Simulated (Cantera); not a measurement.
A closed system holds: 1 mol HCl, 1.5 mol O2, 2.1 mol H2, held at 0.0230 bar.

Cantera equilibrium calculation (NASA polynomials, part measured and part estimated; ideal gas, pure solids and liquids). Candidate condensed phases: H2O; 14 gas species. Rates play no part.

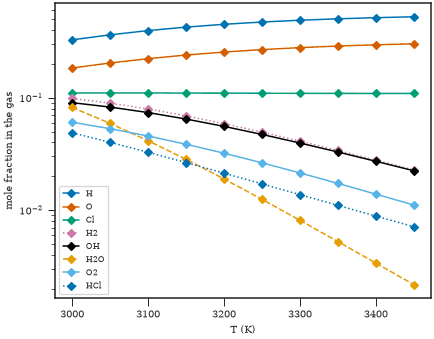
Figure: Equilibrium gas composition (values under 1e-9 drawn at 1e-9)

From 3000 K to 3450 K nothing is condensed.
